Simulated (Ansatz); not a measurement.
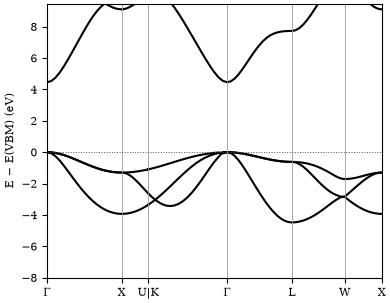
Figure: Band structure from the program Ansatz at the PBE level (PAW)

Read off the gap and where the band edges lie.

About 4.5 eV (4.46 eV by a search for the band edges); maximum at Γ, minimum at Γ.

The material is MgO (rock salt, Fm-3m).

The PBE relaxation kept the symmetry of its start; phonons on a q-mesh show no instability.

Potentials: the later of the program's two PAW sets.
